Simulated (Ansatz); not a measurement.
**CH3BClFO (methoxychlorofluoroborane): B3LYP/6-31G(d) (Cartesian functions)**

Aim: the vertical ionisation energy of CH3BClFO (methoxychlorofluoroborane) at B3LYP/6-31G* (Cartesian functions), from 2 runs. 

Program for the calculation: Ansatz 0.2.0.

134 further runs of the same task are left out: 134 set aside as unsound or not needed. Runs told in other sessions of the task aren't counted.

### 1 The molecule

The species is CH3BClFO (8 atoms), meant as a singlet with charge 0. SMILES: `COB(F)Cl`. The shape is that of a PBE0-D4/def2-TZVP optimisation. This is one conformer, not always the lowest.

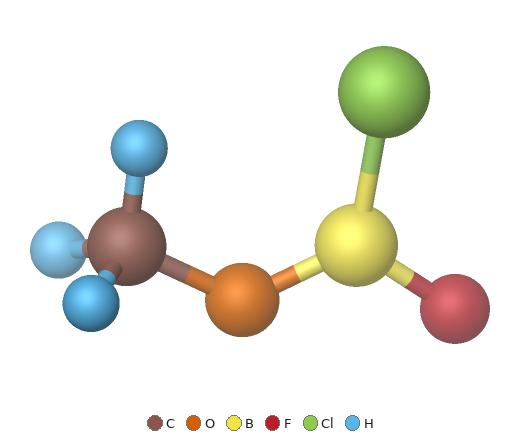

The structure, seen from a chosen angle (carbon brown, oxygen orange, boron yellow, fluorine red, chlorine green, hydrogen blue).

### 2 The energy at B3LYP/6-31G(d) (Cartesian functions)

The input, job.yaml:

```yaml
crystal:
  periodic: [false, false, false]
  atoms:
    - {symbol: C, position_ang: [0.662000, -0.415400, 0.804600]}
    - {symbol: O, position_ang: [-0.122300, -0.654500, -0.347500]}
    - {symbol: B, position_ang: [-0.782400, 0.264900, -1.051400]}
    - {symbol: F, position_ang: [-1.466600, -0.129900, -2.108800]}
    - {symbol: Cl, position_ang: [-0.801800, 1.985600, -0.658500]}
    - {symbol: H, position_ang: [1.700600, -0.658800, 0.576000]}
    - {symbol: H, position_ang: [0.308900, -1.072800, 1.599700]}
    - {symbol: H, position_ang: [0.593700, 0.623700, 1.130000]}
basis:
  gaussian: {orbitals: "6-31G*"}
hamiltonian: {xc: {name: B3LYP}}
accuracy: high
output: {orbitals: {seedname: orbitals}}
```

Command:

```
$ ansatz run job.yaml --threads 1 --pin off --max-ram 3480MiB --events-out events.jsonl --progress --plain --runs-dir runs
```

Output:

```text
Warning: RAYON_NUM_THREADS=1 ignored (pool sized by the plan → 1); use --threads N
Functional definition: B3LYP
  name "B3LYP"
  parameter a0 = 0.2
  parameter ax = 0.72
  parameter ac = 0.81
  exchange = (1 - a0 - ax)*slater_x + ax*b88_x + a0*exact_x
  correlation = (1 - ac)*vwn_rpa_c + ac*lyp_c
1851 factors; integrals over basis functions are off by at most 3.7e-9 eV
mean field evaluation 1: about -19048.5221 eV, gradient 4.8e1 eV
mean field evaluation 2: about -19043.4533 eV, gradient 7.2e1 eV
mean field evaluation 4: about -19052.5150 eV, gradient 2.9e0 eV
mean field evaluation 8: about -19052.6379 eV, gradient 2.3e-1 eV
mean field evaluation 16: about -19052.6380 eV, gradient 1.6e-5 eV
mean field -19052.63796745 eV, -700.1715309621 hartree, gradient 1.9e-8 eV, S^2 0.000000; 0 other end points of the search recorded, 0 dependent functions left out
reference -19052.63800087 eV, -700.1715321902 hartree; 24, 24 occupied and 61, 61 virtual orbitals, 1851 factors
Total energy: -19052.63800087 eV, -700.1715321902 hartree
```

Run time: 6.3 s. Hardware: 1 thread of Arm Neoverse V2, shared host; peak memory 0.28 GiB.

### 3 The doublet cation at the same level

The input, in.yaml:

```yaml
crystal:
  periodic: [false, false, false]
  atoms:
    - {symbol: C, position_ang: [0.662000, -0.415400, 0.804600]}
    - {symbol: O, position_ang: [-0.122300, -0.654500, -0.347500]}
    - {symbol: B, position_ang: [-0.782400, 0.264900, -1.051400]}
    - {symbol: F, position_ang: [-1.466600, -0.129900, -2.108800]}
    - {symbol: Cl, position_ang: [-0.801800, 1.985600, -0.658500]}
    - {symbol: H, position_ang: [1.700600, -0.658800, 0.576000]}
    - {symbol: H, position_ang: [0.308900, -1.072800, 1.599700]}
    - {symbol: H, position_ang: [0.593700, 0.623700, 1.130000]}
basis:
  gaussian:
    orbitals: "6-31G*"
total_charge: 1
magnetization:
  spin_polarized: true
  initial_magnetization: 1
hamiltonian:
  xc: {name: B3LYP}
accuracy: high
output: {orbitals: {seedname: orbitals}}
```

Command:

```
$ ansatz run in.yaml --threads 1 --pin off --max-ram 3480MiB --events-out events.jsonl --progress --plain --runs-dir runs
```

Output:

```text
Warning: RAYON_NUM_THREADS=1 ignored (pool sized by the plan → 1); use --threads N
Functional definition: B3LYP
  name "B3LYP"
  parameter a0 = 0.2
  parameter ax = 0.72
  parameter ac = 0.81
  exchange = (1 - a0 - ax)*slater_x + ax*b88_x + a0*exact_x
  correlation = (1 - ac)*vwn_rpa_c + ac*lyp_c
1851 factors; integrals over basis functions are off by at most 3.7e-9 eV
mean field evaluation 1: about -19028.3837 eV, gradient 5.7e1 eV
mean field evaluation 2: about -18976.9990 eV, gradient 1.2e2 eV
mean field evaluation 4: about -19036.5556 eV, gradient 3.0e1 eV
mean field evaluation 8: about -19041.0905 eV, gradient 7.5e-1 eV
mean field evaluation 16: about -19041.2414 eV, gradient 1.7e-1 eV
mean field evaluation 32: about -19041.2553 eV, gradient 2.7e-3 eV
mean field evaluation 64: about -19040.7478 eV, gradient 4.8e0 eV
mean field -19041.25529873 eV, -699.7532256020 hartree, gradient 7.4e-8 eV, S^2 0.758836; 5 other end points of the search recorded, 0 dependent functions left out
reference -19041.25533199 eV, -699.7532268242 hartree; 24, 23 occupied and 61, 62 virtual orbitals, 1851 factors
Total energy: -19041.25533199 eV, -699.7532268242 hartree
```

Wall time 26 s (1 thread of Arm Neoverse V2, shared host); peak memory 0.4 GiB.

### 4 Summary of results

Level: B3LYP/6-31G* (Cartesian functions).

| quantity | value |
| --- | --- |
| singlet CH3BClFO: total energy | -700.17153 Eh |
| singlet CH3BClFO: HOMO energy | -8.82 eV |
| singlet CH3BClFO: LUMO energy | 0.80 eV |
| singlet CH3BClFO: HOMO–LUMO gap | 9.61 eV |
| doublet cation: total energy | -699.75323 Eh |
| doublet cation: HOMO energy (highest over α and β) | -15.55 eV |
| doublet cation: LUMO energy (lowest over α and β) | -13.95 eV |
| doublet cation: ⟨S²⟩ | 0.759 |
| vertical ionisation energy (to the doublet cation) | 11.383 eV |

In words: The vertical ionisation energy comes to 11.38 eV (262 kcal/mol). −ε(HOMO) before ionisation, 8.82 eV, is 2.56 eV below this ionisation energy.
